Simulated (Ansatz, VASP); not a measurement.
# Cross-check of Rb2CuNCl6 between VASP and Ansatz, part 2 of 2

Wanted: the spread between two codes on one cell, functional and k mesh. The cell is invented: As first built, before any earlier steps moved the atoms: it takes the Cs2CuAsCl6 structure with some of its atoms replaced by other elements, volume scaled by an estimate. It may not be a known or stable phase. The cell comes out of the VASP series on this material, whose earlier steps may have relaxed, scaled or displaced it; both programs get it as it stands.

VASP 6.6.1 and Ansatz 0.2.0.

So far. Step 2 (VASP: single point, PBE): The run ends at a pressure of 0.24 GPa, with forces up to 0.32 eV/Å.

### Step 3. Ansatz: single point, PBE

Level of this step: Ansatz beside VASP: Kohn-Sham DFT, plane waves, PBE (Ansatz).

Ansatz runs on its default PAW (the set named soft_2) files.

The same cell, functional, mesh and smearing now go to Ansatz, which takes its cutoff from its data sets.

File input.yaml:

```yaml
crystal:
  lattice:
    - [0.0, 4.8164154268, 4.8164154268]
    - [4.8164154268, 0.0, 4.8164154268]
    - [4.8164154268, 4.8164154268, 0.0]
  atoms:
    - { symbol: Rb, position: [0.752153, 0.745463, 0.758856] }
    - { symbol: Rb, position: [0.247611, 0.245142, 0.25116] }
    - { symbol: Cu, position: [0.501854, 0.501957, 0.487929] }
    - { symbol: Cl, position: [0.751029, 0.240175, 0.257491] }
    - { symbol: Cl, position: [0.249998, 0.255402, 0.745175] }
    - { symbol: Cl, position: [0.248782, 0.752208, 0.752222] }
    - { symbol: Cl, position: [0.244587, 0.742618, 0.254861] }
    - { symbol: Cl, position: [0.75186, 0.249779, 0.753713] }
    - { symbol: Cl, position: [0.759984, 0.745702, 0.252822] }
    - { symbol: "N", position: [-0.006296, -0.002107, 0.003618] }
hamiltonian:
  xc: pbe
  pseudopotentials: { kind: paw }
kpoints:
  mp_grid: { grid: [5, 5, 5] }
scf:
  occupations: { method: fermi_dirac, width: 0.1 }
  n_extra_bands: 6
output:
  forces: true
  stress: true
  eigenvalues: true
```

Run with:

```console
> ansatz run input.yaml --threads 4 --pin off --max-ram 9216MiB --backend cpu --events-out ev --progress --plain --runs-dir out
```

Numbers of over 12 decimals in the logs are rounded to 6 here.

The log of the run:

```text
scf.n_extra_bands = 6 over 42 filled bands (N_el = 84.0): the run solves 48 bands
Engine: ansatz 0.2.0, aarch64-unknown-linux-gnu
Pseudopotentials: kind: paw
Pseudopotential: Rb, paw, valence charge 9, recommended cutoff 420 eV (normal), Rb.paw.azcp
Pseudopotential: Cu, paw, valence charge 19, recommended cutoff 420 eV (normal), Cu.paw.azcp
Pseudopotential: Cl, paw, valence charge 7, recommended cutoff 420 eV (normal), Cl.paw.azcp
Pseudopotential: N, paw, valence charge 5, recommended cutoff 420 eV (normal), N.paw.azcp
Functional definition: PBE
  parameter kappa = 0.804
  parameter beta = 0.066725
  exchange = pbe_x(kappa = kappa, mu = beta*pi^2/3)
  correlation = pbe_c(beta = beta)
Crystal: 10 atoms, lattice volume = 223.461 Å³
Basis set: ecut = 420 eV, 4381 PW (Γ), exchange–correlation on 96×96×96 points (8 copies of the dense FFT grid, shifted against one another)
Bands: 48, of which v1, the nominal top of the filled ones, is band 42 counted from 1 (41 counted from 0)
Symmetry: 1 space group operations
Space group: P1 (ITA 1), of the structure as read, at distance tolerance 6.1e-5 Å
k-points: 63 of 125 (time reversal used)
Non-local potential: Rb, projectors of the file, l = 0: 3, l = 1: 2, l = 2: 2
Non-local potential: Cu, projectors of the file, l = 0: 3, l = 1: 2, l = 2: 3, l = 3: 1
Non-local potential: Cl, projectors of the file, l = 0: 2, l = 1: 2, l = 2: 2
Non-local potential: N, projectors of the file, l = 0: 2, l = 1: 2, l = 2: 1
PAW form: soft (Blöchl's): semilocal exchange-correlation on the pseudo side does not see the compensation charge
PAW one-centre angular grid: Rb, 110 points (default); XC on 64 Gauss nodes
PAW one-centre angular grid: Cu, 590 points (default); XC on 64 Gauss nodes
PAW one-centre angular grid: Cl, 110 points (default); XC on 64 Gauss nodes
PAW one-centre angular grid: N, 110 points (default); XC on 64 Gauss nodes
Initial density: superposition of atomic densities (neutral atoms: chi_scale 0, normalization atom), corrected by the library's trained network
Initial wavefunctions: pseudopotential atomic-orbital guess
Functional: x = pbe(κ = 0.804, μ = 0.219515), c = pbe(β = 0.066725)
SCF iter   1: F=—  HF=-20025.727983 eV  |F-HF|=—  |Δ(HF+E_count)|=         —  Δρ=1.63e-3  dr2=5.32e-3  ethr=1.77e-3  ⟨swp⟩=10.4  Hψ=13272  notcnv=0
preconditioner: auto → Kerker (q_TF=auto, 2.318 Å⁻¹)  [metal: Δε(μ)=0.244 eV  Ē_g=9.609 eV  σ=0.100 eV  W_gap=0.47  n_scr=58 (ndim 8)  ℏωp=21.1 eV  f_vac=0.016  D(μ)=1.46/eV (n_scr^D=0)]
SCF iter   2: F=—  HF=-20025.727427 eV  |F-HF|=—  |Δ(HF+E_count)|=   5.56e-4  Δρ=1.42e-3  dr2=2.54e-3  ethr=6.34e-6  ⟨swp⟩=2.0  Hψ=5806  notcnv=0
SCF iter   3: F=—  HF=-20025.727397 eV  |F-HF|=—  |Δ(HF+E_count)|=   2.99e-5  Δρ=1.42e-3  dr2=6.18e-3  ethr=3.03e-6  ⟨swp⟩=2.0  Hψ=5668  notcnv=0
SCF iter   4: F=—  HF=-20025.727067 eV  |F-HF|=—  |Δ(HF+E_count)|=   3.30e-4  Δρ=4.21e-4  dr2=5.52e-4  ethr=3.03e-6  ⟨swp⟩=1.0  Hψ=3024  notcnv=0
SCF iter   5: F=—  HF=-20025.727052 eV  |F-HF|=—  |Δ(HF+E_count)|=   1.55e-5  Δρ=1.76e-4  dr2=9.72e-5  ethr=6.58e-7  ⟨swp⟩=2.4  Hψ=4620  notcnv=0
SCF iter   6: F=—  HF=-20025.726894 eV  |F-HF|=—  |Δ(HF+E_count)|=   1.58e-4  Δρ=1.13e-4  dr2=3.40e-5  ethr=1.16e-7  ⟨swp⟩=2.0  Hψ=4724  notcnv=0
SCF iter   7: F=—  HF=-20025.726893 eV  |F-HF|=—  |Δ(HF+E_count)|=   6.89e-7  Δρ=7.51e-5  dr2=1.70e-5  ethr=4.05e-8  ⟨swp⟩=2.5  Hψ=4653  notcnv=0
SCF iter   8: F=—  HF=-20025.726892 eV  |F-HF|=—  |Δ(HF+E_count)|=   6.50e-7  Δρ=3.29e-5  dr2=2.53e-6  ethr=2.02e-8  ⟨swp⟩=1.0  Hψ=3024  notcnv=0
SCF iter   9: F=—  HF=-20025.726892 eV  |F-HF|=—  |Δ(HF+E_count)|=   2.46e-7  Δρ=1.15e-5  dr2=5.26e-7  ethr=3.02e-9  ⟨swp⟩=2.1  Hψ=3926  notcnv=0
SCF iter  10: F=—  HF=-20025.726892 eV  |F-HF|=—  |Δ(HF+E_count)|=   2.69e-8  Δρ=6.56e-6  dr2=1.61e-7  ethr=6.27e-10  ⟨swp⟩=1.0  Hψ=3024  notcnv=0
SCF iter  11: F=-20025.726892 eV  HF=-20025.726892 eV  |F-HF|=5.84e-9  |Δ(HF+E_count)|=   1.25e-8  Δρ=1.54e-6  dr2=7.43e-9  ethr=1.19e-10  ⟨swp⟩=6.2  Hψ=11332  notcnv=0
SCF 1 converged in 11 iterations: F = -20025.726892 eV  dr2 = 7.43e-9
  greatest PAW one-centre occupation: 1.000 electrons in one spin orbital (limit 2), on the Cu atom at site 2 (counted from 0), in its partial waves of l = 0
SCF converged after 11 iterations
Free energy (F): -20025.726892 eV
Harris-Foulkes:  -20025.726892 eV  (|F-HF|=5.84e-9)
Internal energy: -20025.671829 eV  (E = F + TS)
E sigma→0 (E₀):  -20025.699361 eV
Entropy (-TS):   -0.055063 eV (-5.506 meV/atom)
Fermi energy:    4.298728 eV
--- Per-component energies (eV) ---
  E_band       = -783.749872
  E_kinetic    = 1764.104522
  E_local      = -9140.349190  (includes V_loc(G=0)·N_el)
  E_nonlocal   = 958.886934
  E_hartree    = 3675.449694
  E_xc         = -1048.652454
  E_vxc        = -1191.332796  (∫ρ·V_xc dr)
  E_paw        = -10980.440466  (= ΣΔE_a)
  E_vpaw       = -525.953655  (= ΣTr[D̂ρ^β])
  E_aug_tail   = 0.000879  (compensation charges beyond the density's cutoff)
  E_ewald      = -5254.671747
  E_smearing   = -0.055063  (= −TS)
  E_closure    = -0.000000  (closes the sum)
  Σ components = -20025.726892   (vs F -20025.726892, Δ=0.00e0)
--- Forces (eV/Å), atoms counted from 1 ---
  atom   1  Rb     0.01579887    -0.05128907    -0.02051450
  atom   2  Rb    -0.03022432     0.03197480     0.02734585
  atom   3  Cu     0.21305216     0.19754271    -0.12730676
  atom   4  Cl    -0.23164482    -0.05274267     0.06921015
  atom   5  Cl     0.00161837     0.09564348    -0.13594874
  atom   6  Cl     0.13360330     0.00222675     0.02727034
  atom   7  Cl    -0.00040804    -0.15600623     0.17297214
  atom   8  Cl    -0.00164101     0.22289768    -0.04799717
  atom   9  Cl     0.01401269    -0.14308173     0.18818919
  atom  10  N     -0.11415754    -0.14716030    -0.15322429
  max |Σ_I F_I| component: 9.68e-6 eV/Å
--- Stress (GPa, compression-positive) ---
        0.245691      -0.026103       0.006037
       -0.026103       0.272778       0.080349
        0.006037       0.080349       0.215005
  P = ⅓ Tr σ = 0.2445 GPa (2.445 kbar)
--- Band table (eV; the first three rows and the last of 63) ---
  k-point 0: bands = [... 38 lower, 3.6302, 3.6313, 4.3361, 4.3594, 4.8054, 4.8996, 4.9530, 9.8681, ... 2 higher]
  k-point 1: bands = [... 38 lower, 3.3622, 3.5413, 3.7976, 3.8037, 4.6199, 5.4445, 5.4894, 10.3096, ... 2 higher]
  k-point 2: bands = [... 38 lower, 3.2199, 3.3314, 3.4640, 3.4978, 4.0846, 5.9295, 5.9591, 11.0300, ... 2 higher]
  k-point 62: bands = [... 38 lower, 3.1346, 3.2538, 3.4500, 3.5151, 4.5367, 5.6360, 5.9704, 10.9853, ... 2 higher]
```

Run time: 16 s. Hardware: 4 threads of Arm Neoverse V2, shared host; peak memory 0.84 GiB.

Reading the cycles: dr2 is the Hartree energy of the density residual (eV), the measure of convergence; HF is the Harris–Foulkes estimate of the energy, which meets the free energy F at convergence.

The run ends at a pressure of 0.24 GPa, with forces up to 0.32 eV/Å.

### Step 4. Differences

Known differences besides the PAW data sets themselves: the data sets hold 84 valence electrons in Ansatz (default PAW (the set named soft_2) files) and 76 in VASP; the cutoff is 420 eV in Ansatz and 520 eV in VASP; VASP leaves aspherical gradient terms in its spheres out (LASPH is not set), Ansatz keeps them. Total energies have different zeros and are not compared.

The two programs side by side:

```csv
quantity,Ansatz,VASP,difference
pressure (GPa),0.24,0.24,0.00
```

Forces (eV/Å; atoms numbered as in POSCAR):

```csv
atom,"Ansatz x, y, z","VASP x, y, z"
Rb1,"0.016, -0.051, -0.021","0.016, -0.052, -0.021"
Rb2,"-0.030, 0.032, 0.027","-0.031, 0.032, 0.028"
Cu3,"0.213, 0.198, -0.127","0.213, 0.196, -0.126"
Cl4,"-0.232, -0.053, 0.069","-0.254, -0.052, 0.068"
Cl5,"0.002, 0.096, -0.136","0.002, 0.096, -0.157"
Cl6,"0.134, 0.002, 0.027","0.154, 0.003, 0.027"
Cl7,"0.000, -0.156, 0.173","0.000, -0.179, 0.172"
Cl8,"-0.002, 0.223, -0.048","-0.001, 0.243, -0.049"
Cl9,"0.014, -0.143, 0.188","0.015, -0.142, 0.211"
N10,"-0.114, -0.147, -0.153","-0.115, -0.147, -0.154"
```

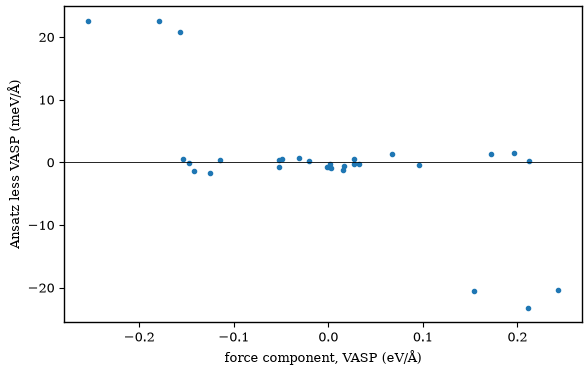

Difference of the force components against their size.

The forces differ by 9.8 meV/Å r.m.s., which is 7.7 % of the r.m.s. force of 0.13 eV/Å (both taken over all components). Ansatz's pressure holds a Pulay correction of 0.05 GPa; VASP's holds none.

### Step 5. What came out

```
r.m.s. force difference (single point, PBE) : 9.8 meV/Å
```

In words: The r.m.s. force difference is 9.8 meV/Å (single point, PBE), within the 12 meV/Å picked in this series as the mark of a large difference. How closely two codes agree says nothing of how well the functional describes the real material.

[Lines on the potential files, build, host, timing and source positions are cut from VASP's logs without a mark.]

[Logs are printed without paths, hosts, clocks, repeated set-up lines and the standing remarks that a program may print on its own settings, such as how far it seeks lower states.]

[Hosts, paths, dates, database ids (printed as entryN), source tags and the programs' standing remarks are cut or masked in the printed files.]
